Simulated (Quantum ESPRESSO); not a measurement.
# The valence band of ScAl3 as photoemission sees it, part 3 of 18

Aim: the valence spectrum of ScAl3 from He I to hard X-rays, and which orbitals make each feature.

Quantum ESPRESSO 7.5; DFT, PBE, plane waves, ultrasoft GBRV pseudopotentials, scalar-relativistic (the session's first sound run).

So far, pressure (GPa): step 2 (the base run: self-consistent run) 0.955.

**4. Projected DOS and spectra**

projwfc.x splits the states by atom and shell, which the spectra need, since each shell has its own cross section.

Contents of projwfc.in:

```
&projwfc
  prefix = 'pes'
  outdir = './tmp'
  filpdos = 'pes'
  ngauss = 0
  degauss = 0.00735
  DeltaE = 0.05
  Emin = -20.77
  Emax = 21.23
/
```

Launch:

```bash
OMP_NUM_THREADS=1 mpirun -n 4 projwfc.x -nk 4 -in projwfc.in > projwfc.out
```

What it wrote:

```text
[banner, memory and clock lines left out]
Program PROJWFC v.7.5 starts

          URL

     ./tmp/pes.save/

     IMPORTANT: XC functional enforced from input :
     Exchange-correlation= PBE
                           (   1   4   3   4   0   0   0)
     Any further DFT definition will be discarded
     Please, verify this is what you really want

     G-vector sticks info

     Check: negative core charge=   -0.000001

     Gaussian broadening (read from input): ngauss,degauss=   0    0.007350

     Calling projwave ....

  Problem Sizes
  natomwfc =           25
  nbnd     =           22
  nkstot   =          120
  npwx     =         1996
  nkb      =           45

     Atomic states used for projection
     (read from pseudopotential files):

     state #   1: atom   1 (Sc ), wfc  1 (l=0 m= 1)
     state #   2: atom   1 (Sc ), wfc  2 (l=1 m= 1)
     state #   3: atom   1 (Sc ), wfc  2 (l=1 m= 2)
     state #   4: atom   1 (Sc ), wfc  2 (l=1 m= 3)
     state #   5: atom   1 (Sc ), wfc  3 (l=0 m= 1)
     state #   6: atom   1 (Sc ), wfc  4 (l=2 m= 1)
     state #   7: atom   1 (Sc ), wfc  4 (l=2 m= 2)
     state #   8: atom   1 (Sc ), wfc  4 (l=2 m= 3)
     state #   9: atom   1 (Sc ), wfc  4 (l=2 m= 4)
     state #  10: atom   1 (Sc ), wfc  4 (l=2 m= 5)
     state #  11: atom   1 (Sc ), wfc  5 (l=1 m= 1)
     state #  12: atom   1 (Sc ), wfc  5 (l=1 m= 2)
     state #  13: atom   1 (Sc ), wfc  5 (l=1 m= 3)
     state #  14: atom   2 (Al ), wfc  1 (l=0 m= 1)
     state #  15: atom   2 (Al ), wfc  2 (l=1 m= 1)
     state #  16: atom   2 (Al ), wfc  2 (l=1 m= 2)
     state #  17: atom   2 (Al ), wfc  2 (l=1 m= 3)
     state #  18: atom   3 (Al ), wfc  1 (l=0 m= 1)
     state #  19: atom   3 (Al ), wfc  2 (l=1 m= 1)
     state #  20: atom   3 (Al ), wfc  2 (l=1 m= 2)
     state #  21: atom   3 (Al ), wfc  2 (l=1 m= 3)
     state #  22: atom   4 (Al ), wfc  1 (l=0 m= 1)
     state #  23: atom   4 (Al ), wfc  2 (l=1 m= 1)
     state #  24: atom   4 (Al ), wfc  2 (l=1 m= 2)
     state #  25: atom   4 (Al ), wfc  2 (l=1 m= 3)

 k =   0.0000000000  0.0000000000  0.0000000000
==== e(   1) =   -39.77757 eV ====
     psi = 0.979*[#   1]+0.007*[#  14]+0.007*[#  18]+0.007*[#  22]
    |psi|^2 = 1.000
==== e(   2) =   -18.47800 eV ====
     psi = 0.327*[#   2]+0.327*[#   3]+0.327*[#   4]+0.003*[#  16]+0.003*[#  17]
          +0.003*[#  19]+0.003*[#  21]+0.003*[#  23]+0.003*[#  24]+0.001*[#  11]
          +0.001*[#  12]+0.001*[#  13]
    |psi|^2 = 1.000
==== e(   3) =   -18.47800 eV ====
     psi = 0.327*[#   2]+0.327*[#   3]+0.327*[#   4]+0.003*[#  16]+0.003*[#  17]
          +0.003*[#  19]+0.003*[#  21]+0.003*[#  23]+0.003*[#  24]+0.001*[#  11]
          +0.001*[#  12]+0.001*[#  13]
    |psi|^2 = 1.000
==== e(   4) =   -18.47800 eV ====
     psi = 0.327*[#   2]+0.327*[#   3]+0.327*[#   4]+0.003*[#  16]+0.003*[#  17]
          +0.003*[#  19]+0.003*[#  21]+0.003*[#  23]+0.003*[#  24]+0.001*[#  11]
          +0.001*[#  12]+0.001*[#  13]
    |psi|^2 = 1.000
==== e(   5) =    -0.84635 eV ====
     psi = 0.354*[#   5]+0.209*[#  14]+0.209*[#  18]+0.209*[#  22]+0.016*[#   1]

    |psi|^2 = 0.996
==== e(   6) =     6.59496 eV ====
     psi = 0.261*[#   6]+0.261*[#   9]+0.146*[#  14]+0.146*[#  18]+0.146*[#  22]

    |psi|^2 = 0.960
==== e(   7) =     6.59496 eV ====
     psi = 0.261*[#   6]+0.261*[#   9]+0.146*[#  14]+0.146*[#  18]+0.146*[#  22]

    |psi|^2 = 0.960
==== e(   8) =     7.37007 eV ====
     psi = 0.121*[#  15]+0.121*[#  20]+0.121*[#  25]+0.095*[#  16]+0.095*[#  17]
          +0.095*[#  19]+0.095*[#  21]+0.095*[#  23]+0.095*[#  24]+0.019*[#  11]
          +0.019*[#  12]+0.019*[#  13]+0.003*[#   2]+0.003*[#   3]+0.003*[#   4]

    |psi|^2 = 0.998
==== e(   9) =     7.37007 eV ====
     psi = 0.121*[#  15]+0.121*[#  20]+0.121*[#  25]+0.095*[#  16]+0.095*[#  17]
          +0.095*[#  19]+0.095*[#  21]+0.095*[#  23]+0.095*[#  24]+0.019*[#  11]
          +0.019*[#  12]+0.019*[#  13]+0.003*[#   2]+0.003*[#   3]+0.003*[#   4]

    |psi|^2 = 0.998
==== e(  10) =     7.37007 eV ====
     psi = 0.121*[#  15]+0.121*[#  20]+0.121*[#  25]+0.095*[#  16]+0.095*[#  17]
          +0.095*[#  19]+0.095*[#  21]+0.095*[#  23]+0.095*[#  24]+0.019*[#  11]
          +0.019*[#  12]+0.019*[#  13]+0.003*[#   2]+0.003*[#   3]+0.003*[#   4]

    |psi|^2 = 0.998
==== e(  11) =    10.51089 eV ====
     psi = 0.466*[#   5]+0.087*[#  14]+0.087*[#  18]+0.087*[#  22]+0.003*[#   1]

    |psi|^2 = 0.731
==== e(  12) =    10.53150 eV ====
     psi = 0.305*[#   7]+0.305*[#   8]+0.305*[#  10]
    |psi|^2 = 0.915
==== e(  13) =    10.53150 eV ====
     psi = 0.305*[#   7]+0.305*[#   8]+0.305*[#  10]
    |psi|^2 = 0.915
==== e(  14) =    10.53150 eV ====
     psi = 0.305*[#   7]+0.305*[#   8]+0.305*[#  10]
    |psi|^2 = 0.915
==== e(  15) =    13.94468 eV ====
     psi = 0.229*[#   6]+0.229*[#   9]+0.177*[#  14]+0.177*[#  18]+0.177*[#  22]

    |psi|^2 = 0.988
==== e(  16) =    13.94468 eV ====
     psi = 0.229*[#   6]+0.229*[#   9]+0.177*[#  14]+0.177*[#  18]+0.177*[#  22]

    |psi|^2 = 0.988
[...]
psi = 0.165*[#  16]+0.165*[#  17]+0.165*[#  19]+0.165*[#  21]+0.165*[#  23]
          +0.165*[#  24]
[...]
psi = 0.165*[#  16]+0.165*[#  17]+0.165*[#  19]+0.165*[#  21]+0.165*[#  23]
          +0.165*[#  24]
[...]
psi = 0.165*[#  16]+0.165*[#  17]+0.165*[#  19]+0.165*[#  21]+0.165*[#  23]
          +0.165*[#  24]
[...]
psi = 0.024*[#   7]+0.024*[#   8]+0.024*[#  10]
[...]
psi = 0.024*[#   7]+0.024*[#   8]+0.024*[#  10]
[...]
psi = 0.024*[#   7]+0.024*[#   8]+0.024*[#  10]
[...]
k =   0.0000000000  0.0000000000  0.0714285714
[...]
psi = 0.973*[#   1]+0.006*[#  14]+0.006*[#  18]+0.006*[#  22]+0.001*[#  16]
          +0.001*[#  17]+0.001*[#  19]+0.001*[#  21]+0.001*[#  23]+0.001*[#  24]

[...]
+0.002*[#  19]+0.002*[#  21]+0.002*[#  23]+0.002*[#  24]+0.001*[#  11]
          +0.001*[#  12]+0.001*[#  13]
[...]
+0.003*[#  19]+0.003*[#  21]+0.003*[#  23]+0.003*[#  24]+0.001*[#  11]
          +0.001*[#  12]+0.001*[#  13]
[...]
+0.003*[#  19]+0.003*[#  21]+0.003*[#  23]+0.003*[#  24]+0.001*[#  11]
          +0.001*[#  12]+0.001*[#  13]
[...]
+0.008*[#  11]+0.008*[#  12]+0.008*[#  13]+0.004*[#  15]+0.004*[#  20]
          +0.004*[#  25]+0.002*[#  16]+0.002*[#  17]+0.002*[#  19]+0.002*[#  21]
          +0.002*[#  23]+0.002*[#  24]
[...]
+0.034*[#  15]+0.034*[#  20]+0.034*[#  25]+0.032*[#  16]+0.032*[#  17]
[...]
+0.054*[#  24]
[...]
+0.031*[#  22]
[...]
+0.019*[#  24]+0.003*[#   6]+0.003*[#   9]
[...]
k =   0.0000000000  0.0000000000  0.2142857143
[...]
+0.002*[#   5]+0.002*[#  14]+0.002*[#  18]+0.002*[#  22]
[...]
+0.001*[#  21]+0.001*[#  23]+0.001*[#  24]
[...]
+0.001*[#  12]+0.001*[#  13]
[...]
+0.016*[#  24]
[...]
+0.002*[#   2]+0.002*[#   3]+0.002*[#   4]
[...]
+0.002*[#   2]+0.002*[#   3]+0.002*[#   4]
[...]
+0.005*[#  11]+0.005*[#  12]+0.005*[#  13]
[...]
psi = 0.310*[#   7]+0.310*[#   8]+0.310*[#  10]
[...]
+0.008*[#   1]+0.006*[#  15]+0.006*[#  20]+0.006*[#  25]
[...]
+0.048*[#  24]
[...]
+0.004*[#   1]
[...]
+0.015*[#  24]+0.002*[#   6]+0.002*[#   9]
[...]
k =   0.0000000000  0.0000000000  0.2857142857
[...]
+0.001*[#   2]+0.001*[#   3]+0.001*[#   4]
[...]
+0.001*[#   2]+0.001*[#   3]+0.001*[#   4]
[...]
psi = 0.313*[#   7]+0.313*[#   8]+0.313*[#  10]
[...]
+0.012*[#  21]+0.012*[#  23]+0.012*[#  24]+0.005*[#   1]
[...]
+0.007*[#  25]+0.001*[#  11]+0.001*[#  12]+0.001*[#  13]
[...]
k =   0.0000000000  0.0000000000  0.3571428571
[...]
+0.002*[#  22]+0.002*[#  15]+0.002*[#  20]+0.002*[#  25]
[...]
psi = 0.317*[#   7]+0.317*[#   8]+0.317*[#  10]
[...]
+0.006*[#  14]+0.006*[#  18]+0.006*[#  22]+0.003*[#   1]
[...]
+0.008*[#  25]+0.001*[#  11]+0.001*[#  12]+0.001*[#  13]
[...]
psi = 0.005*[#   7]+0.005*[#   8]+0.005*[#  10]
[...]
k =   0.0000000000  0.0000000000  0.4285714286
[...]
+0.002*[#  22]+0.002*[#  15]+0.002*[#  20]+0.002*[#  25]
[...]
psi = 0.319*[#   7]+0.319*[#   8]+0.319*[#  10]
[...]
psi = 0.001*[#   7]+0.001*[#   8]+0.001*[#  10]
[...]
+0.005*[#  25]+0.001*[#  11]+0.001*[#  12]+0.001*[#  13]
[...]
k =   0.0000000000  0.0000000000 -0.5000000000
[...]
psi = 0.327*[#  14]+0.327*[#  18]+0.327*[#  22]
[...]
+0.134*[#  24]+0.059*[#  11]+0.059*[#  12]+0.059*[#  13]
[...]
+0.134*[#  24]+0.059*[#  11]+0.059*[#  12]+0.059*[#  13]
[...]
psi = 0.320*[#   7]+0.320*[#   8]+0.320*[#  10]
[...]
k =   0.0000000000  0.0714285714  0.0714285714
[...]
+0.002*[#  19]+0.002*[#  21]+0.002*[#  23]+0.002*[#  24]
[...]
+0.006*[#  13]+0.001*[#   2]+0.001*[#   3]+0.001*[#   4]
[...]
+0.010*[#  19]+0.010*[#  21]+0.010*[#  23]+0.010*[#  24]
[...]
k =   0.0000000000  0.0714285714  0.1428571429
[...]
k =   0.0000000000  0.0714285714  0.2142857143
[...]
k =   0.0000000000  0.0714285714  0.2857142857
[...]
k =   0.0000000000  0.0714285714  0.3571428571
[...]
k =   0.0000000000  0.0714285714  0.4285714286
[...]
k =   0.0000000000  0.0714285714 -0.5000000000
[...]
+0.034*[#  12]+0.034*[#  13]
[...]
+0.029*[#  23]+0.029*[#  24]
[...]
+0.009*[#  20]+0.009*[#  25]
[...]
==== e(  
[... cut ...]
2 = 0.548

 k =   0.2857142857  0.3571428571  0.4285714286
[...]
+0.002*[#   6]+0.002*[#   9]
[...]
+0.001*[#   5]
[...]
+0.002*[#   5]
[...]
+0.004*[#   6]+0.004*[#   9]
[...]
+0.003*[#   9]
[...]
k =   0.2857142857  0.3571428571 -0.5000000000
[...]
+0.002*[#  13]
[...]
+0.002*[#   4]
[...]
+0.003*[#   3]+0.003*[#   4]
[...]
+0.002*[#   4]
[...]
+0.003*[#   3]+0.003*[#   4]
[...]
+0.002*[#   3]+0.002*[#   4]
[...]
+0.001*[#  13]
[...]
+0.006*[#   1]+0.004*[#  14]+0.004*[#  18]+0.004*[#  22]
[...]
+0.081*[#  22]+0.022*[#  15]+0.022*[#  20]+0.022*[#  25]
[...]
+0.004*[#  11]+0.004*[#  12]+0.004*[#  13]
[...]
+0.010*[#  23]+0.010*[#  24]+0.006*[#   6]+0.006*[#   9]
[...]
+0.002*[#  11]+0.002*[#  12]+0.002*[#  13]
[...]
+0.002*[#  14]+0.002*[#  18]+0.002*[#  22]
[...]
+0.011*[#  14]+0.011*[#  18]+0.011*[#  22]
[...]
+0.001*[#  11]+0.001*[#  12]+0.001*[#  13]
[...]
k =   0.2857142857  0.4285714286  0.4285714286
[...]
+0.002*[#  13]
[...]
+0.004*[#  19]+0.004*[#  21]+0.004*[#  23]+0.004*[#  24]
[...]
+0.005*[#  19]+0.005*[#  21]+0.005*[#  23]+0.005*[#  24]
[...]
+0.003*[#  19]+0.003*[#  21]+0.003*[#  23]+0.003*[#  24]
[...]
+0.002*[#   2]+0.002*[#   3]+0.002*[#   4]
    |psi|^2 = 0.996
==== e(   6) =     4.04330 eV ====
     psi = 0.150*[#  14]+0.150*[#  18]+0.150*[#  22]+0.062*[#  11]+0.062*[#  12]
[...]
+0.003*[#   4]+0.002*[#   6]+0.002*[#   9]
    |psi|^2 = 0.994
==== e(   7) =     4.16795 eV ====
     psi = 0.128*[#  14]+0.128*[#  18]+0.128*[#  22]+0.047*[#   7]+0.047*[#   8]
[...]
|psi|^2 = 0.995
==== e(   8) =     5.91444 eV ====
     psi = 0.103*[#  16]+0.103*[#  17]+0.103*[#  19]+0.103*[#  21]+0.103*[#  23]
[...]
|psi|^2 = 0.996
==== e(   9) =     6.28555 eV ====
     psi = 0.115*[#  15]+0.115*[#  20]+0.115*[#  25]+0.056*[#  16]+0.056*[#  17]
[...]
+0.002*[#   2]+0.002*[#   3]+0.002*[#   4]
    |psi|^2 = 0.994
==== e(  10) =     7.19082 eV ====
     psi = 0.097*[#  16]+0.097*[#  17]+0.097*[#  19]+0.097*[#  21]+0.097*[#  23]
          +0.097*[#  24]+0.075*[#   7]+0.075*[#   8]+0.075*[#  10]+0.035*[#  14]
          +0.035*[#  18]+0.035*[#  22]+0.018*[#  11]+0.018*[#  12]+0.018*[#  13]
          +0.005*[#   6]+0.005*[#   9]+0.003*[#   2]+0.003*[#   3]+0.003*[#   4]

    |psi|^2 = 0.992
==== e(  11) =     7.60741 eV ====
     psi = 0.079*[#   7]+0.079*[#   8]+0.079*[#  10]+0.072*[#  15]+0.072*[#  20]
          +0.072*[#  25]+0.067*[#  14]+0.067*[#  18]+0.067*[#  22]+0.051*[#  16]
          +0.051*[#  17]+0.051*[#  19]+0.051*[#  21]+0.051*[#  23]+0.051*[#  24]
          +0.009*[#   5]+0.003*[#  11]+0.003*[#  12]+0.003*[#  13]+0.002*[#   6]
          +0.002*[#   9]+0.002*[#   2]+0.002*[#   3]+0.002*[#   4]
    |psi|^2 = 0.985
==== e(  12) =    11.20144 eV ====
     psi = 0.508*[#   5]+0.151*[#   6]+0.151*[#   9]+0.024*[#   7]+0.024*[#   8]
          +0.024*[#  10]+0.021*[#  11]+0.021*[#  12]+0.021*[#  13]+0.009*[#   1]
          +0.003*[#  14]+0.003*[#  18]+0.003*[#  22]+0.001*[#  16]+0.001*[#  17]
          +0.001*[#  19]+0.001*[#  21]+0.001*[#  23]+0.001*[#  24]
    |psi|^2 = 0.972
==== e(  13) =    11.77069 eV ====
     psi = 0.474*[#   6]+0.474*[#   9]+0.005*[#  16]+0.005*[#  17]+0.005*[#  19]
          +0.005*[#  21]+0.005*[#  23]+0.005*[#
```

Elapsed: 1.5 s, on 4 MPI ranks of Arm Neoverse V1, shared host.

Numbers from this step:

| Property | Result |
| --- | --- |
| zero of energy | Fermi level |
| share of occupied states in no projected shell | 0.0052 of the occupied states in the window |
| DOS at the Fermi level | 1.254 states/eV/cell |

The DOS has structure finer than the step of the table below, so its rows give means over 2.5 eV, whole bins alone (the curve runs from -29.5 to 6.58 eV). Peaks (eV: height): total -27.72: 31.4, 2.38: 4.54; Al 3p -2.82: 1.35, -2.22: 1.54, -1.72: 2.07, 6.48: 1.71; Sc 3d -1.72: 1.01, 2.38: 2.96, 3.98: 1.71, 6.48: 0.699; Al 3s 3.48: 0.799, 3.98: 0.763, 4.58: 0.611, 5.68: 0.615; Sc 4p -5.42: 0.273, 2.88: 0.349, 3.48: 0.311, 5.78: 0.278.

DOS against E, zero at the Fermi level; means over each step; values in states/eV/cell:

| E (eV) | total | Al 3p | Sc 3d | Al 3s | Sc 4p | Sc 4s | Sc 3p |
| --- | --- | --- | --- | --- | --- | --- | --- |
| -27.5 | 2.40 | 0.0351 | 1.9e-4 | 0.00497 | 0.00457 | 3.2e-4 | 2.35 |
| -25.0 | 0 | 0 | 0 | 0 | 0 | 0 | 0 |
| -22.5 | 0 | 0 | 0 | 0 | 0 | 0 | 0 |
| -20.0 | 0 | 0 | 0 | 0 | 0 | 0 | 0 |
| -17.5 | 0 | 0 | 0 | 0 | 0 | 0 | 0 |
| -15.0 | 0 | 0 | 0 | 0 | 0 | 0 | 0 |
| -12.5 | 0 | 0 | 0 | 0 | 0 | 0 | 0 |
| -10.0 | 0.197 | 0.0448 | 7.9e-4 | 0.0783 | 0.0382 | 0.0339 | 0 |
| -7.5 | 0.759 | 0.306 | 0.0325 | 0.223 | 0.153 | 0.0416 | 0 |
| -5.0 | 1.19 | 0.503 | 0.132 | 0.367 | 0.149 | 0.0349 | 0 |
| -2.5 | 1.96 | 1.17 | 0.463 | 0.192 | 0.0972 | 0.0271 | 0 |
| 0.0 | 1.65 | 0.684 | 0.680 | 0.155 | 0.0501 | 0.0276 | 0 |
| 2.5 | 3.17 | 0.655 | 1.61 | 0.383 | 0.216 | 0.157 | 0 |
| 5.0 | 2.49 | 0.891 | 0.647 | 0.480 | 0.190 | 0.0794 | 0 |

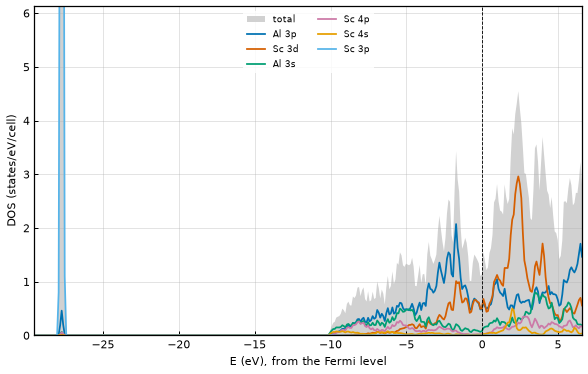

DOS, plotted against E. The peaks of deep states run off the scale.

Sums over each group's atoms; a table of it gives point samples, which can step over narrow peaks. DOS of the group against E, zero at the Fermi level; values in states/eV:

| E (eV) | Al2: Al 3p | Sc1: Sc 3d | Al2: Al 3s | Sc1: Sc 4p | Sc1: Sc 4s | Sc1: Sc 3p |
| --- | --- | --- | --- | --- | --- | --- |
| -15 | 0 | 0 | 0 | 0 | 0 | 0 |
| -10 | 0.00929 | 2.9e-5 | 0.0591 | 0.00839 | 0.0326 | 0 |
| -5 | 0.479 | 0.160 | 0.469 | 0.170 | 0.0219 | 0 |
| 0 | 0.522 | 0.546 | 0.0999 | 0.0239 | 0.0181 | 0 |
| 5 | 0.655 | 0.341 | 0.298 | 0.188 | 0.0681 | 0 |

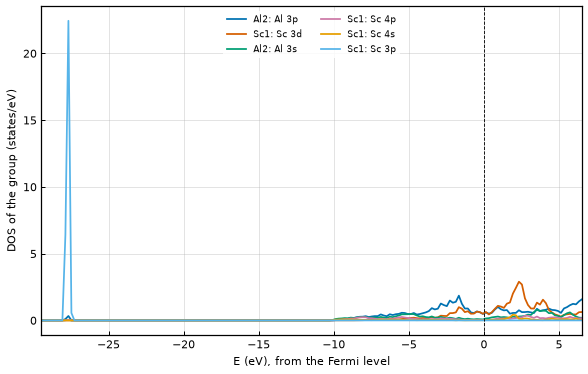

DOS of the group, plotted against E.

Simulated valence spectra by photon energy, shown to 13 eV, since a deeper line would dwarf them at some energies; the 100 % can be that line's tail at the edge; this run's widths, added to any smearing of the DOS itself: Gaussian 0.15 eV, Lorentzian 0.2 eV plus 0.05 an eV of depth. Table of intensity by binding energy, zero at the Fermi level; values in % of the maximum within 13 eV:

| binding energy (eV) | 21.2 eV | 60 eV | 1486.7 eV | 8047.8 eV |
| --- | --- | --- | --- | --- |
| 0 | 35.5 | 33.7 | 21.1 | 13.2 |
| 2 | 72.8 | 75.8 | 65.6 | 43.1 |
| 4 | 27.0 | 30.3 | 74.5 | 71.2 |
| 6 | 13.8 | 17.4 | 74.5 | 75.7 |
| 8 | 7.13 | 9.64 | 57.4 | 58.0 |
| 10 | 1.83 | 2.35 | 21.9 | 23.2 |
| 12 | - | 0.454 | 5.96 | 3.37 |

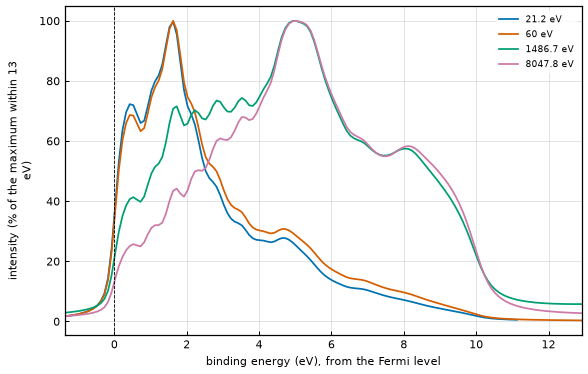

Intensity against binding energy.

Maxima picked by a test of local sharpness, so broad peaks and shoulders can be missing; peaks within 0.45 eV of a curve's cut are left out. Valence peaks, by row:

| photon energy (eV) | binding energy (eV) | height (% of the maximum within 13 eV) | main shell | its share (%) |
| --- | --- | --- | --- | --- |
| 21.2 | 4.649 | 27.78 | Sc 3d | 74.92 |
| 21.2 | 1.599 | 100 | Sc 3d | 95.23 |
| 21.2 | 0.4486 | 72.58 | Sc 3d | 96.57 |
| 60 | 27.7 | 11.73 | Sc 3p | 95.46 |
| 60 | 4.699 | 30.81 | Sc 3d | 57.87 |
| 60 | 1.599 | 100 | Sc 3d | 82.04 |
| 60 | 0.4486 | 68.98 | Sc 3d | 87.54 |
| 1487 | 27.7 | 1540 | Sc 3p | 99.89 |
| 1487 | 8.049 | 57.51 | Al 3s | 74.81 |
| 1487 | 4.949 | 100 | Al 3s | 81.86 |
| 1487 | 3.549 | 74.38 | Al 3s | 68.87 |
| 1487 | 2.849 | 73.67 | Al 3s | 60.52 |
| 1487 | 2.249 | 70.34 | Al 3s | 51.76 |
| 1487 | 1.699 | 71.95 | Al 3s | 44.82 |
| 1487 | 0.4986 | 41.37 | Al 3s | 45.33 |
| 8048 | 27.7 | 465.3 | Sc 3p | 99.71 |
| 8048 | 8.149 | 58.35 | Al 3s | 81.79 |
| 8048 | 4.999 | 100 | Al 3s | 91.4 |
| 8048 | 3.549 | 68.19 | Al 3s | 83.99 |
| 8048 | 2.899 | 60.9 | Al 3s | 82.37 |
| 8048 | 1.699 | 44.38 | Al 3s | 81.25 |
| 8048 | 0.5486 | 25.7 | Al 3s | 81.87 |

(Continued in part 4 of 18.)

[Logs are printed without paths, hosts, clocks, repeated set-up lines and the standing remarks that a program may print on its own settings, such as how far it seeks lower states.]

[Hosts, paths, dates, database ids (printed as entryN), source tags and the programs' standing remarks are cut or masked in the printed files.]

[Maps of the electrostatic potential energy from Ansatz leave out the sawtooth potential of an applied field or a dipole correction, so their vacuum need not be flat; work functions include it.]

[Peak lists hold at most the 14 tallest peaks of each spectrum; further lines can be left out.]
